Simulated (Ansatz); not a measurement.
## AlNH3 (SMILES [NH2][AlH]): methods side by side

AlNH3: 5 atoms, total charge 0, spin state doublet. SMILES: `[NH2][AlH]`. The coordinates come from a PBE0-D4/def2-TZVP relaxation. This is one conformer, not always the lowest.

```jsonl
{"atom": "N", "x (Å)": "-0.1166", "y (Å)": "-0.6608", "z (Å)": "0.1751"}
{"atom": "Al", "x (Å)": "0.8366", "y (Å)": "0.8339", "z (Å)": "0.1208"}
{"atom": "H", "x (Å)": "0.1485", "y (Å)": "-1.5053", "z (Å)": "0.6555"}
{"atom": "H", "x (Å)": "-1.0103", "y (Å)": "-0.7828", "z (Å)": "-0.2774"}
{"atom": "H", "x (Å)": "0.1918", "y (Å)": "2.0414", "z (Å)": "-0.7154"}
```

Each level gives the energy change with the N1–H4 bond stretched from 1.009 to 2.523 Å (eV). The values are calculated.

```
           level                    kind  program  value (eV)  less FCI/STO-3G  CPU time (all runs)
   UB3LYP/STO-3G           global hybrid   Ansatz        4.86            +0.82                4.4 s
    UPBE0/STO-3G           global hybrid   Ansatz        5.00            +0.96                6.3 s
U-wB97M-V/STO-3G  range-separated hybrid   Ansatz        5.27            +1.23                 47 s
  UB2PLYP/STO-3G           double hybrid   Ansatz        4.92            +0.88                 12 s
  RPA@PBE/STO-3G                     RPA   Ansatz        4.09            +0.05                5.4 s
     UMP2/STO-3G     perturbation theory   Ansatz        4.85            +0.81               0.84 s
    UCCSD/STO-3G   coupled cluster or CI   Ansatz        4.23            +0.19                1.5 s
   UCCSDT/STO-3G   coupled cluster or CI   Ansatz        4.03            -0.01                2.6 s
      FCI/STO-3G      exact in the basis   Ansatz        4.04             0.00                5.6 s
```

FCI/STO-3G is exact within its basis and frozen core, so for wave-function methods in that basis the difference is their error; functionals converge differently with the basis, so for them it is only a difference. The first shape isn't each level's own minimum. The values span 4.03 to 5.27 eV. Spin contamination of the reference (⟨S²⟩ at least 0.1 too high) touches UB3LYP/STO-3G, UPBE0/STO-3G, U-wB97M-V/STO-3G, UB2PLYP/STO-3G, UMP2/STO-3G, UCCSD/STO-3G, UCCSDT/STO-3G. All rows use very small basis sets, so even the best lies far from the true value. CPU times are rough (shared hosts, several kinds of processor): they show what a rung costs within a factor of a few.

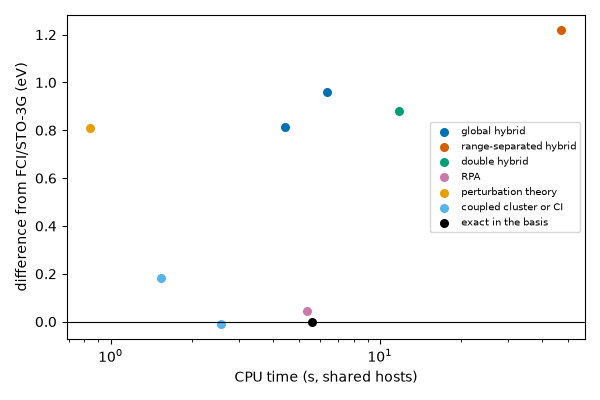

Difference from FCI/STO-3G against processor time, one point a level.
